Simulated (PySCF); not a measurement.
C4H3N, SMILES `C#CC1=NC1`.

PySCF calculation, PBE0/def2-SVP, gas phase; geometry: GFN2-xTB. No frequency check shows the geometry to be a minimum.

Input script:

```python
import numpy as np
from pyscf import gto, scf, dft
from pyscf.prop import nmr
from pyscf.data import nist

def solve(mol, dm0=None, hcore=None):
    mf = (dft.UKS if mol.spin else dft.RKS)(mol, xc='pbe0')
    mf.grids.level = 3
    mf.conv_tol, mf.max_cycle = 1e-8, 80
    if hcore is not None:
        mf.get_hcore = lambda *args: hcore
    mf.kernel(dm0)
    if not mf.converged:
        mf = mf.newton().run(mf.mo_coeff, mf.mo_occ, max_cycle=30)
    assert mf.converged, 'SCF not converged'
    return mf

mol = gto.M(atom='''
C     -2.29766     0.10276    -0.00015
C     -1.09856    -0.01563     0.00026
C      0.27060    -0.11197    -0.00013
N      1.29943    -0.84445     0.00002
C      1.53516     0.62233    -0.00003
H     -3.34358     0.18406     0.00005
H      1.89511     1.07113     0.91708
H      1.89523     1.07105    -0.91695
''', basis='def2-svp', charge=0, spin=0, verbose=4)
mf = solve(mol)
vxc = nmr.rks.get_vxc_giao  # smaller grid blocks
nmr.rks.get_vxc_giao = lambda *a, **k: vxc(*a, **{**k, 'max_memory': 300})
calc = nmr.RKS(mf)
calc.cphf = True
nuclei = calc.kernel()
mo1 = calc.mo10
# ring centres and points 1 angstrom above and below them
points = np.array([
    [1.0351, -0.1114, -0.0000],
    [1.0350, -0.1113, 1.0000],
    [1.0352, -0.1114, -1.0000],
]) / nist.BOHR
mol.atom_coord = lambda i, unit='Bohr': points[i]
idx = range(len(points))
sigma = (calc.dia(shielding_nuc=idx) + calc.para(mo10=mo1, shielding_nuc=idx)[0]) * nist.ALPHA**2 * 1e6
for p, t in zip(points, sigma):
    print('NICS at %8.4f %8.4f %8.4f  %8.2f ppm' % (*(p * nist.BOHR), -t.trace() / 3))
occ = mf.mo_coeff[:, mf.mo_occ > 0]
dm1 = np.array([mf.mo_coeff @ (2 * x) @ occ.T for x in mo1])
np.savez('result.npz', sigma=sigma, nuclei=nuclei, dm0=mf.make_rdm1(), dm1=dm1, e=mf.e_tot, eps=mf.mo_energy, occ=mf.mo_occ)
```

Launched as:

```sh
OMP_NUM_THREADS=1 python input.py
```

The run took 10 s on 1 thread of Arm Neoverse V2 (shared host), peak memory 0.5 GiB.

The script gives the values at the ring points; maps and scans were evaluated afterwards from its response orbitals, outside that time.

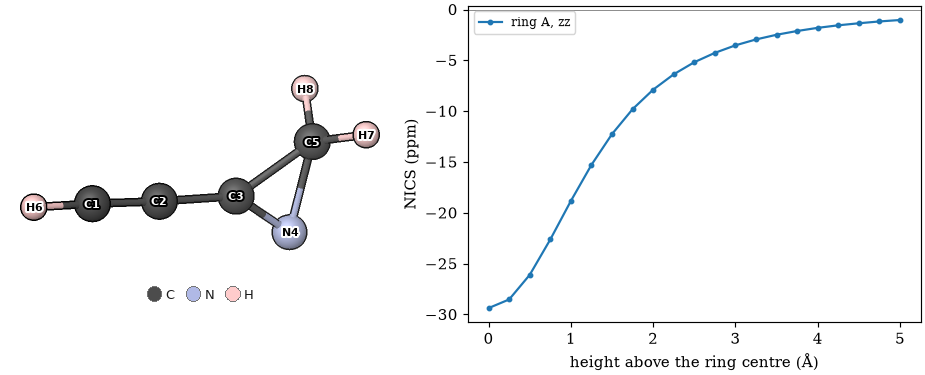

GIAO NICS scans along the ring normals; ring A: 3-membered ring C3/N4/C5.

### What does each scan say about the ring current?

Ring A is shielded above its centre; in a three-membered ring σ bonds weigh heavily, so the values alone don't measure π aromaticity: NICSzz reaches −29.4 ppm at 0.00 Å; NICS(0) = −32.8, NICS(1) = −9.0, NICS(1)zz = −18.8 ppm.

### What absolute proton shieldings does the same calculation give?

From 26.6 ppm (H6) to 30.4 ppm (H7 and H8).
